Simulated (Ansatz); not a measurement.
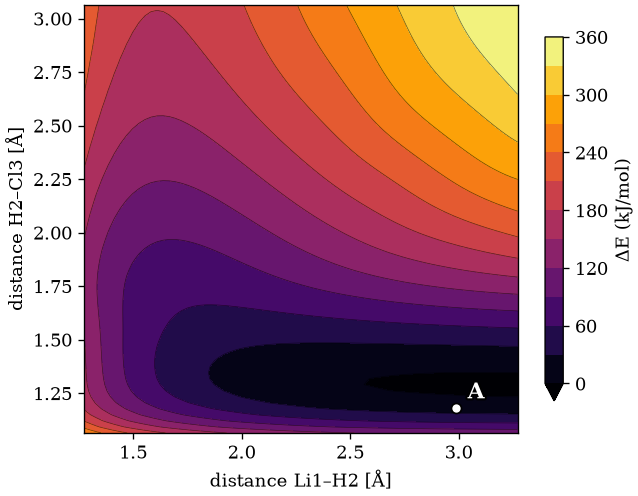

The system Li + HCl, spin multiplicity 2. Coordinates scanned: (1) distance Li1–H2; (2) distance H2–Cl3. Nothing is relaxed (the angle Li1–H2–Cl3 is fixed at 180 degrees). Grid: 10 × 10 points. Points are written as (first, second). Energies: kJ/mol, counted from the lowest grid point. In part of the range the unrestricted reference is strongly spin-contaminated. Level of theory: Ansatz, UHF-CCSD(T), frozen core/def2-TZVPD.

In the figure: filled contours, the point A. Between grid points the surface is interpolated.

Which way does the force act at A, and how strong is it?

A, at (2.988 Å, 1.179 Å), is not a stationary point. The computed force is 8.2 kJ/mol for each Å towards larger values of distance Li1–H2 and 440 kJ/mol for each Å towards larger values of distance H2–Cl3.
